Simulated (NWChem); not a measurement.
# triplet CHClF2 at 4 levels

Aim: a comparison of 4 runs (U-wB97X/6-311+G**, UB2PLYP/6-311+G**, UCAM-B3LYP/6-311+G**, UM06-2X/6-311+G**) of triplet CHClF2. 

The results are computed with NWChem 7.3.0.

**1. The system as given**

CHClF2 has 5 atoms, charge 0, and is taken as a triplet. As SMILES of the parent species, `FC(F)Cl`. The coordinates come from a PBE0-D4/def2-TZVP relaxation. That shape belongs to the parent species and isn't relaxed for this state.

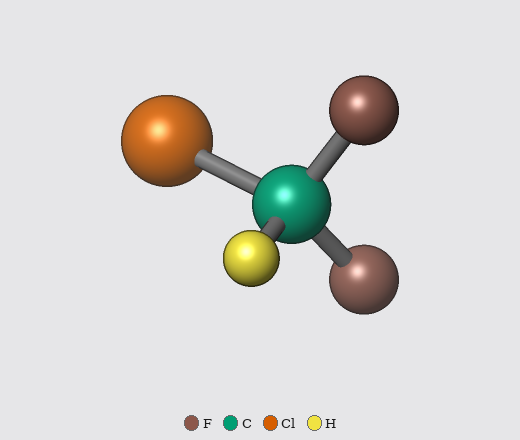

Viewed from a chosen angle; fluorine brown, carbon teal, chlorine orange, hydrogen yellow.

**2. A single-point energy at U-wB97X/6-311+G(d,p) (run 1)**

chclf2.nw reads:

```
start chclf2
memory stack 880 mb heap 220 mb global 1100 mb
geometry units angstrom noautosym nocenter noautoz
F        0.038900      -0.568100       1.222300
C        0.109400       0.023600       0.028300
F        0.844200      -0.745900      -0.776900
Cl      -1.511000       0.208900      -0.640800
H        0.568600       1.007800       0.125800
end
basis "ao basis" spherical bse
F library 6-311+G**
C library 6-311+G**
Cl library 6-311+G**
H library 6-311+G**
end
dft
xc wb97x
mult 3
grid fine
convergence energy 1e-08
iterations 100
mulliken
end
task dft energy
```

Run with:

```sh
$ nwchem chclf2.nw > chclf2.out
```

Output:

```text
[...]
          Wavefunction type:  spin polarized.
          No. of atoms     :     5
          No. of electrons :    42
[...]
          Charge           :     0
          Spin multiplicity:     3
[...]
          AO basis - number of functions:   102
[...]
              XC Information
              --------------
                       wb97x  Method XC Functional
                     Hartree-Fock (Exact) Exchange  1.000
                         wb97x Exchange Functional  1.000
                      wb97x Correlation Functional  1.000
[...]
 d= 0,ls=0.0,diis     1   -698.0848195289 -8.66D+02  4.15D-02  5.78D-01     7.0
[...]
 d= 0,ls=0.0,diis    18   -698.3410148042 -7.57D-09  6.38D-06  7.39D-10   116.6
[...]
         Total DFT energy =     -698.341014804194
      One electron energy =    -1299.591416592454
           Coulomb energy =      487.799968084576
    Exchange-Corr. energy =      -54.956323455280
 Nuclear repulsion energy =      168.406757158964
[...]
      Total Density - Mulliken Population Analysis
     ---------------------------------------------
    Atom       Charge   Shell Charges
 -----------   ------   -------------------------------------------------------
    1 F    9     9.11   1.08  0.92  1.18  1.09  2.36  0.86  1.63 -0.05  0.05  0.01
    2 C    6     6.25   1.11  0.88  0.59  0.80  1.50  0.40  0.58  0.06  0.14  0.20
    3 F    9     9.11   1.08  0.92  1.18  1.09  2.36  0.86  1.63 -0.05  0.05  0.01
    4 Cl  17    16.71   0.78  1.19  0.90  1.08  1.05  1.00  7.41 -1.50  1.05  2.71  1.13 -0.20  0.03  0.09
    5 H    1     0.81   0.27  0.46  0.06  0.02
[...]
      <S2> =      2.0047 (Exact =     2.0000)
[...]
```

Wall time 2 min (1 thread of AMD EPYC 7R13 (Zen 3), shared host); peak memory 0.11 GiB.

**3. A single-point energy at UB2PLYP/6-311+G(d,p) (run 2)**

chclf2.nw reads:

```
start chclf2
memory stack 880 mb heap 220 mb global 1100 mb
geometry units atomic noautosym nocenter noautoz
  F      0.07351035    -1.07355341     2.30981224
  C      0.20673604     0.04459754     0.05347925
  F      1.59530679    -1.40954672    -1.46812823
  Cl    -2.85537617     0.39476379    -1.21093650
  H      1.07449827     1.90446599     0.23772755
end
basis spherical bse
  F library 6-311+G**
  C library 6-311+G**
  Cl library 6-311+G**
  H library 6-311+G**
end
dft
  xc hfexch 0.53 becke88 0.47 lyp 0.73 mp2 0.27
  dftmp2 semidirect
  mult 3
  grid fine
  convergence energy 1e-08
  iterations 100
  mulliken
end
mp2
  freeze core 8
end
task dft energy
```

Run with:

```sh
$ nwchem chclf2.nw > chclf2.out
```

Output:

```text
[...]
          Wavefunction type:  spin polarized.
          No. of atoms     :     5
          No. of electrons :    42
[...]
          Charge           :     0
          Spin multiplicity:     3
[...]
          AO basis - number of functions:   102
[...]
              XC Information
              --------------
                     Hartree-Fock (Exact) Exchange  0.530
                    Becke 1988 Exchange Functional  0.470
              Lee-Yang-Parr Correlation Functional  0.730
[...]
 d= 0,ls=0.0,diis     1   -697.6215567757 -8.66D+02  4.87D-02  4.34D-01     2.4
[...]
 d= 0,ls=0.0,diis    16   -697.8622892364 -5.25D-09  4.89D-06  1.50D-10    30.4
[...]
         Total DFT energy =     -697.862289236391
      One electron energy =    -1299.554412423882
           Coulomb energy =      487.791810715263
    Exchange-Corr. energy =      -54.506432635247
 Nuclear repulsion energy =      168.406745107475
[...]
      Total Density - Mulliken Population Analysis
     ---------------------------------------------
    Atom       Charge   Shell Charges
 -----------   ------   -------------------------------------------------------
    1 F    9     9.15   1.08  0.92  1.17  1.09  2.38  0.88  1.66 -0.06  0.03  0.01
    2 C    6     6.19   1.10  0.89  0.58  0.80  1.48  0.37  0.54  0.08  0.16  0.20
    3 F    9     9.15   1.08  0.92  1.17  1.09  2.38  0.88  1.66 -0.06  0.03  0.01
    4 Cl  17    16.69   0.78  1.19  0.90  1.08  1.06  1.00  7.41 -1.50  1.02  2.72  1.13 -0.25  0.06  0.09
    5 H    1     0.83   0.27  0.47  0.06  0.02
[...]
      <S2> =      2.0066 (Exact =     2.0000)
[...]
  Basis functions       =    102
[...]
```

Run time: 37 s. Hardware: 1 thread of AMD EPYC 7R13 (Zen 3), shared host; peak memory 0.32 GiB.

**4. The energy at UCAM-B3LYP/6-311+G(d,p) (run 3)**

sp.nw reads:

```
start sp
title "CHClF2 energy"
memory 2200 mb

geometry noautosym nocenter noautoz
  F      0.038900    -0.568100     1.222300
  C      0.109400     0.023600     0.028300
  F      0.844200    -0.745900    -0.776900
  Cl    -1.511000     0.208900    -0.640800
  H      0.568600     1.007800     0.125800
end

basis "ao basis" spherical bse
  * library 6-311+G**
end

dft
  xc xcamb88 1.00 lyp 0.81 vwn_5 0.19 hfexch 1.00
  cam 0.33 cam_alpha 0.19 cam_beta 0.46
  mult 3
  grid fine
  convergence energy 1e-08
  direct
  iterations 100
  mulliken
end

task dft
```

Run with:

```sh
$ nwchem sp.nw > sp.out
```

Output:

```text
[...]
          Wavefunction type:  spin polarized.
          No. of atoms     :     5
          No. of electrons :    42
[...]
          Charge           :     0
          Spin multiplicity:     3
[...]
          AO basis - number of functions:   102
[...]
              XC Information
              --------------
                     Hartree-Fock (Exact) Exchange  1.000
                   CAM-Becke88 Exchange Functional  1.000
                      VWN V Correlation Functional  0.190 local
              Lee-Yang-Parr Correlation Functional  0.810
[...]
 d= 0,ls=0.0,diis     1   -698.0960302095 -8.67D+02  4.73D-02  6.29D-01     7.3
[...]
 d= 0,ls=0.0,diis    18   -698.3544477749 -1.20D-09  2.17D-06  1.09D-10   114.6
[...]
         Total DFT energy =     -698.354447774886
      One electron energy =    -1299.480373522404
           Coulomb energy =      487.670451742483
    Exchange-Corr. energy =      -54.951283153929
 Nuclear repulsion energy =      168.406757158964
[...]
      Total Density - Mulliken Population Analysis
     ---------------------------------------------
    Atom       Charge   Shell Charges
 -----------   ------   -------------------------------------------------------
    1 F    9     9.12   1.08  0.92  1.19  1.08  2.35  0.86  1.63 -0.05  0.06  0.01
    2 C    6     6.25   1.10  0.88  0.60  0.80  1.47  0.38  0.59  0.06  0.16  0.20
    3 F    9     9.12   1.08  0.92  1.19  1.08  2.35  0.86  1.63 -0.05  0.06  0.01
    4 Cl  17    16.71   0.78  1.19  0.90  1.09  1.06  0.99  7.42 -1.51  1.06  2.67  1.14 -0.21  0.06  0.09
    5 H    1     0.81   0.27  0.45  0.07  0.02
[...]
      <S2> =      2.0040 (Exact =     2.0000)
[...]
```

It took 1.9 min on 1 thread of AMD EPYC 7R13 (Zen 3), shared host; peak memory 0.11 GiB.

**5. The energy at UM06-2X/6-311+G(d,p) (run 4)**

run.py reads:

```python
from ase import Atoms
from ase.calculators.nwchem import NWChem

mol = Atoms(['F', 'C', 'F', 'Cl', 'H'], positions=[
    [0.038900, -0.568100, 1.222300],
    [0.109400, 0.023600, 0.028300],
    [0.844200, -0.745900, -0.776900],
    [-1.511000, 0.208900, -0.640800],
    [0.568600, 1.007800, 0.125800],
])

calc = NWChem(
    label='m1',
    theory='dft',
    memory='2200 mb',
    basis='6-311+G**',
    basispar='spherical bse',
    dft={'xc': 'm06-2x', 'mult': '3', 'grid': 'fine', 'convergence': 'energy 1e-08', 'iterations': '100', 'mulliken': None},
    task='energy',
)
mol.calc = calc

e = mol.get_potential_energy()
print(f"E = {e:.6f} eV")
```

Run with:

```sh
$ export ASE_NWCHEM_COMMAND="nwchem PREFIX.nwi > PREFIX.nwo"
$ python run.py
```

Output:

```text
E = -19001.675198 eV
```

The calculator wrote m1.nwi:

```
title "m1"

permanent_dir m1

scratch_dir m1

start m1

geometry units angstrom nocenter noautosym noautoz
  F  3.8899999999999997e-02 -5.6810000000000005e-01 1.2222999999999999e+00
  C  1.0940000000000000e-01 2.3599999999999999e-02 2.8299999999999999e-02
  F  8.4419999999999995e-01 -7.4590000000000001e-01 -7.7690000000000003e-01
  Cl -1.5109999999999999e+00 2.0890000000000000e-01 -6.4080000000000004e-01
  H  5.6859999999999999e-01 1.0078000000000000e+00 1.2580000000000000e-01
end

memory 2200 mb

basis spherical bse noprint
   * library 6-311+G**
end

dft
  xc m06-2x
  mult 3
  grid fine
  convergence energy 1e-08
  iterations 100
  mulliken
end

task dft energy
```

m1.nwo:

```text
Northwest Computational Chemistry Package (NWChem) 7.3.0
             --------------------------------------------------------

           Job information
           ---------------

    nwchem branch   = 7.3.0
    use scalapack   = T
    input           = m1.nwi
    prefix          = m1.
    data base       = m1/m1.db
    status          = startup
    nproc           =        1

           Memory information
           ------------------

[... 5 lines left out ...]
    hardfail = no
[... 39 lines left out ...]
            Nuclear Dipole moment (a.u.)
[... 78 lines left out ...]
          Convergence on density requested:  1.00D-05
[... 26 lines left out ...]
          Convergence aids based upon iterative change in
[... 29 lines left out ...]
 2-e energy   =     433.723085
[... 54 lines left out ...]
           Coulomb energy =      487.689763381453
[... 731 lines left out ...]
                     DFT Final Beta Molecular Orbital Analysis
[... 833 lines left out ...]
     Multipole analysis of the density
     ---------------------------------

     L   x y z        total         alpha         beta         nuclear
     -   - - -        -----         -----         ----         -------
     0   0 0 0     -0.000000    -22.000000    -20.000000     42.000000

     1   1 0 0     -0.105446     17.755183     13.346495    -31.207124
[... 8 lines of this table left out ...]
     2   0 0 2    -23.569892    -60.273475    -55.714018     92.417602

 Task  times  cpu:       39.1s     wall:       39.1s
 Total times  cpu:       39.2s     wall:       39.2s
```

It took 41 s on 1 thread of AMD EPYC 7R13 (Zen 3), shared host; peak memory 0.11 GiB.

**6. All runs side by side**

```tsv
run	level	frozen core orbitals	energy (Eh)	dipole moment (D)	HOMO energy (eV)	⟨S²⟩	wall time
1	U-wB97X/6-311+G**	–	-698.341015	1.51	-4.85	2.005	2 min
2	UB2PLYP/6-311+G**	8	-698.082261	1.56	-3.87	2.007	37 s
3	UCAM-B3LYP/6-311+G**	–	-698.354448	1.46	-4.04	2.004	1.9 min
4	UM06-2X/6-311+G**	–	-698.298689	1.52	-3.79	2.004	41 s
```

**7. What came out**

```
                                 quantity          value
                      run 4: total energy  -698.29869 Eh
                     run 4: dipole moment         1.52 D
run 4: HOMO energy (highest over α and β)       -3.79 eV
                              run 4: ⟨S²⟩          2.004
```

What this shows: The dipole moment (its size) runs from 1.46 D (UCAM-B3LYP/6-311+G**) to 1.56 D (UB2PLYP/6-311+G**). A double hybrid's value is that of its SCF part. Totals of different functionals can't be ranked against each other. All runs together took 5.2 min, the longest 2 min.
